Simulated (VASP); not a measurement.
Band structure of Ba2NF (space group R-3m). These are LDA (Ceperley-Alder, Perdew-Zunger), VASP's LDA PAW potentials (set 64) (plane waves; VASP 6.6.1) values and carry that method's errors.

Unless said otherwise, spin-orbit coupling is left out, though it shifts the bands of the heavy elements here.

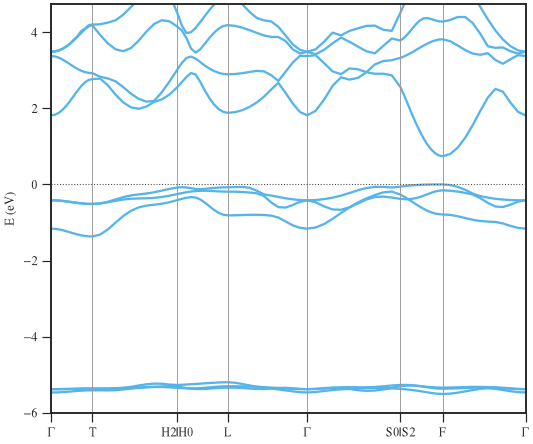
Bands along high-symmetry lines, zero at the valence-band maximum or, without a gap, the Fermi level

Problem. Read the plot: is there a gap, and where are the band edges?

Solution. The gap is direct, 0.74 eV, from the valence maximum at F to the conduction minimum at F. (Edges off the drawn lines would not show.)

The structure comes from a computed database's Ba2NF entry (R-3m); how it stands against other phases isn't given here. It was relaxed first, which changed the volume by -6 %.
